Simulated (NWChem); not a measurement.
# SiH3F (SMILES F[SiH3]): levels of theory compared

Aim: a comparison of 6 runs (SVWN5/def2-TZVPP, TPSS/def2-TZVPP, PBE/def2-TZVPP, revPBE/def2-TZVPP, CCSD/def2-TZVPP, CCSD(T)/def2-TZVPP) of SiH3F. 

The calculation is run with NWChem 7.3.0.

### Step 1. The structure to begin with

The species is SiH3F (5 atoms), meant as a singlet with charge 0. SMILES: `F[SiH3]`. The Si2–H3 distance was set to 3.260 Å, away from the relaxed value. At this shape a bond of the SMILES string is far longer than usual.

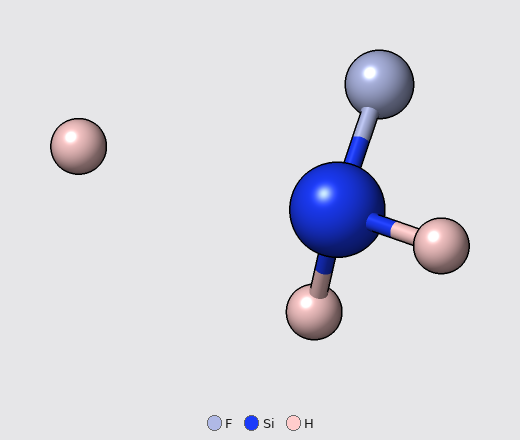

The structure, seen from a chosen angle (fluorine light blue, silicon blue, hydrogen pink).

### Step 2. The energy at SVWN5/def2-TZVPP (run 1)

File fh3si.nw:

```
start fh3si
memory total 2200 mb

geometry units au noautosym nocenter noautoz
 F     -1.47638822     0.70064242     4.82566510
 Si     1.01408184     0.35652329     3.14626550
 H     -0.69504127    -0.36396125    -2.72819761
 H      2.38470020    -1.90850244     4.05768041
 H      2.59616055     2.64819416     3.43747229
end

basis spherical bse
 F library def2-TZVPP
 Si library def2-TZVPP
 H library def2-TZVPP
end

dft
 xc slater vwn_5
 grid fine
 convergence energy 1e-08
 maxiter 100
 mulliken
 print low
end

task dft energy
```

Started as:

```bash
$ nwchem fh3si.nw > fh3si.out
```

Standard output:

```text
[...]
 d= 0,ls=0.0,diis     1   -389.1370840426 -4.49D+02  1.65D-02  1.67D+00     1.6
[...]
 d= 0,ls=0.0,diis    20   -389.2629253652 -1.01D-10  1.18D-07  1.28D-10    23.2
         Total DFT energy =     -389.262925365176
      One electron energy =     -659.684436829887
           Coulomb energy =      241.466052918305
    Exchange-Corr. energy =      -30.456586991872
 Nuclear repulsion energy =       59.412045538277
[...]
      Total Density - Mulliken Population Analysis
     ---------------------------------------------
    Atom       Charge   Shell Charges
 -----------   ------   -------------------------------------------------------
    1 F    9     9.22   0.76  1.20  0.61  0.96  0.36  2.29  2.07  0.96  0.00  0.01  0.00
    2 Si  14    13.72   2.01  0.56  1.39  0.99  0.47  4.12  1.68  0.61  1.12  0.39  0.01  0.16  0.16  0.05
    3 H    1     1.12   0.15  0.40  0.57 -0.00  0.00  0.00
    4 H    1     0.97   0.23  0.50  0.23  0.00  0.01  0.00
    5 H    1     0.97   0.23  0.50  0.23  0.00  0.01  0.00
[...]
```

It took 24 s on 1 thread of AMD EPYC 7B13 (Zen 3), shared host; peak memory 0.12 GiB.

### Step 3. A single-point energy at TPSS/def2-TZVPP (run 2)

File run.nw:

```
echo
start run
memory stack 880 mb heap 220 mb global 1100 mb
geometry units atomic noautosym nocenter noautoz
  F     -1.47638822     0.70064242     4.82566510
  Si     1.01408184     0.35652329     3.14626550
  H     -0.69504127    -0.36396125    -2.72819761
  H      2.38470020    -1.90850244     4.05768041
  H      2.59616055     2.64819416     3.43747229
end
basis spherical bse
  * library def2-TZVPP
end
dft
  xc xtpss03 ctpss03
  grid fine
  convergence energy 1e-08
  maxiter 100
  mulliken
  print low
end
task dft energy
```

Started as:

```bash
$ nwchem run.nw > run.out
```

Standard output:

```text
[...]
 d= 0,ls=0.0,diis     1   -391.0131576980 -4.50D+02  1.52D-02  6.87D-01     2.1
[...]
 d= 0,ls=0.0,diis    17   -391.1150613070 -3.03D-10  3.52D-08  1.49D-11    29.7
         Total DFT energy =     -391.115061307043
      One electron energy =     -659.727639286318
           Coulomb energy =      241.594911494804
    Exchange-Corr. energy =      -32.394379053806
 Nuclear repulsion energy =       59.412045538277
[...]
      Total Density - Mulliken Population Analysis
     ---------------------------------------------
    Atom       Charge   Shell Charges
 -----------   ------   -------------------------------------------------------
    1 F    9     9.25   0.77  1.20  0.62  0.98  0.34  2.28  2.13  0.93  0.00  0.01  0.00
    2 Si  14    13.47   2.00  0.57  1.39  0.92  0.41  4.12  1.69  0.55  1.09  0.34  0.01  0.16  0.16  0.05
    3 H    1     1.16   0.16  0.44  0.55 -0.00  0.00  0.00
    4 H    1     1.06   0.24  0.58  0.22  0.00  0.02  0.00
    5 H    1     1.06   0.24  0.58  0.22  0.00  0.02  0.00
[...]
```

It took 30 s on 1 thread of AMD EPYC 7B13 (Zen 3), shared host; peak memory 0.12 GiB.

### Step 4. The energy at PBE/def2-TZVPP (run 3)

File fh3si.nw:

```
start fh3si
memory stack 880 mb heap 220 mb global 1100 mb

geometry units angstrom noautosym nocenter noautoz
   F    -0.781271    0.370764    2.553632
   Si    0.536629    0.188664    1.664932
   H    -0.367800   -0.192600   -1.443700
   H     1.261929   -1.009936    2.147232
   H     1.373829    1.401364    1.819032
end

basis spherical bse
   * library def2-TZVPP
end

dft
   xc xpbe96 cpbe96
   grid fine
   convergence energy 1e-08
   iterations 100
   mulliken
   print medium
end

task dft
```

Started as:

```bash
$ nwchem fh3si.nw > fh3si.out
```

Standard output:

```text
[...]
          Wavefunction type:  closed shell.
          No. of atoms     :     5
          No. of electrons :    26
[...]
          Charge           :     0
          Spin multiplicity:     1
[...]
          AO basis - number of functions:   115
[...]
              XC Information
              --------------
          PerdewBurkeErnzerhof Exchange Functional  1.000
            Perdew 1991 LDA Correlation Functional  1.000 local
           PerdewBurkeErnz. Correlation Functional  1.000 non-local
[...]
 d= 0,ls=0.0,diis     1   -390.7228217516 -4.50D+02  1.61D-02  9.50D-01     1.9
[...]
 d= 0,ls=0.0,diis    23   -390.8333412156 -1.80D-11  4.94D-08  6.26D-12    35.4
         Total DFT energy =     -390.833341215576
      One electron energy =     -659.754499019601
           Coulomb energy =      241.599554601559
    Exchange-Corr. energy =      -32.090446562659
 Nuclear repulsion energy =       59.412049765126
[...]
      Total Density - Mulliken Population Analysis
     ---------------------------------------------
    Atom       Charge   Shell Charges
 -----------   ------   -------------------------------------------------------
    1 F    9     9.24   0.77  1.20  0.62  0.98  0.33  2.28  2.11  0.95  0.00  0.01  0.00
    2 Si  14    13.57   2.01  0.57  1.39  0.96  0.43  4.13  1.68  0.58  1.09  0.36  0.01  0.16  0.15  0.05
    3 H    1     1.15   0.17  0.42  0.56 -0.00  0.00  0.00
    4 H    1     1.02   0.24  0.53  0.23  0.00  0.01  0.00
    5 H    1     1.02   0.24  0.53  0.23  0.00  0.01  0.00
[...]
```

Wall time 36 s (1 thread of AMD EPYC 7B13 (Zen 3), shared host); peak memory 0.12 GiB.

Runs 4 to 5 aren't shown in full; the table further down has their settings and results.

### Step 5. The energy at CCSD(T)/def2-TZVPP (run 6)

File input.nw:

```
echo
start input
title "FH3Si ccsd(t)"
memory stack 880 mb heap 220 mb global 1100 mb
charge 0

geometry units angstrom noautosym nocenter noautoz
F       -0.781271       0.370764       2.553632
Si       0.536629       0.188664       1.664932
H       -0.367800      -0.192600      -1.443700
H        1.261929      -1.009936       2.147232
H        1.373829       1.401364       1.819032
end

basis spherical bse
* library def2-TZVPP
end

scf
thresh 1e-08
maxiter 80
print medium
end

ccsd
freeze core 6
maxiter 60
end

task ccsd(t) energy
```

Started as:

```bash
$ nwchem input.nw > input.out
```

Standard output:

```text
[...]
  functions       =   115
[...]
  wavefunction    = RHF
[...]
         Total SCF energy =   -390.029751151967
      One-electron energy =   -659.138879015263
      Two-electron energy =    209.697078098171
 Nuclear repulsion energy =     59.412049765126
        Time for solution =     18.2s
[...]
 Total MP2 energy:           -390.433896926329737
[...]
             energy      energy      error      ampl     ampl      Block
                                                time     time      time
[...]
 Total CCSD energy:           -390.481597992738614
[...]
 Total CCSD+T(CCSD) energy:           -390.504076846504745
[...]
 Total CCSD(T) energy:                -390.502045276780677
[...]
```

It took 3.6 min on 1 thread of AMD EPYC 7B13 (Zen 3), shared host; peak memory 0.3 GiB.

### Step 6. The series

```csv
run,level,integration grid,iteration cap,energy (Eh),wall time
1,SVWN5/def2-TZVPP,fine,100,-389.262925,24 s
2,TPSS/def2-TZVPP,fine,100,-391.115061,30 s
3,PBE/def2-TZVPP,fine,100,-390.833341,36 s
4,revPBE/def2-TZVPP,fine,100,-390.991621,31 s
5,CCSD/def2-TZVPP,–,80,-390.481598,3.2 min
6,CCSD(T)/def2-TZVPP,–,80,-390.502045,3.6 min
```

### Step 7. Summary of results

```
                                          quantity          value
                               run 6: total energy  -390.50205 Eh
        run 6: HOMO energy (Hartree–Fock orbitals)       -8.32 eV
        run 6: LUMO energy (Hartree–Fock orbitals)       -1.06 eV
      run 6: HOMO–LUMO gap (Hartree–Fock orbitals)        7.26 eV
run 6: correlation energy (6 core orbitals frozen)     -472.3 mEh
                             run 6: (T) correction     -20.45 mEh
```

What this shows: Totals of different functionals can't be ranked against each other. In runs 1, 2, 3, 4, 5, 6 a closed-shell determinant meets a far-stretched bond, which it describes badly. All runs together took 8.8 min, the longest 3.6 min.
